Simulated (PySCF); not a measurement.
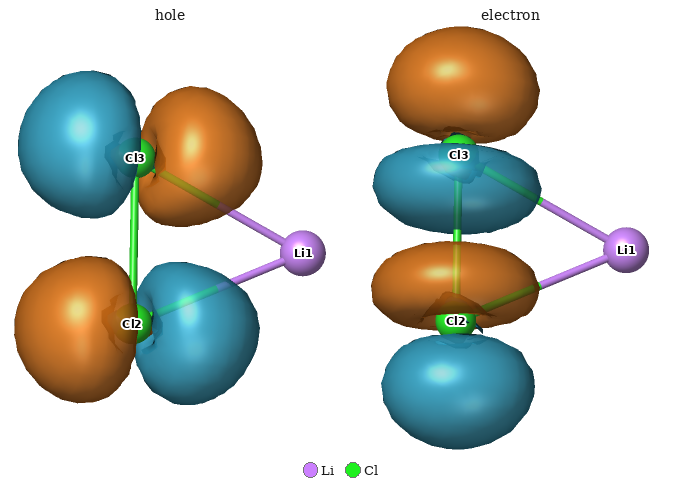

Figure 1: Cl₂Li, charge +1, SMILES `[Li+].ClCl`. Leading natural transition orbital pair of S₂ (TDA singlet states); the surfaces enclose about 78 % of each orbital's density.

Method: BHandHLYP/def2-SVP; geometry: an unrelaxed start of a pair search; program: PySCF. Without diffuse functions Rydberg states are missing, so the states' numbers hold for this basis only.

Coordinates in Å:

```
Li1     -0.0177    1.9410    0.0000
Cl2      1.0097   -0.1680    0.0000
Cl3     -1.0066   -0.1745    0.0000
```

Question: Characterise the state.

Answer: 4.23 eV (293 nm), f = 0.000 (very weak), ligand-centred; the leading pair carries 100 %; hole on Cl2 and Cl3 (48 % each), electron on Cl2 and Cl3 (49 % each); their centroids lie 0.0 Å apart. In canonical orbitals it is mainly HOMO−1 → LUMO (100 %). The HOMO–LUMO gap is 8.01 eV.

Run time: 15 s on 1 thread of Arm Neoverse V1 (shared host), peak memory 0.26 GiB.
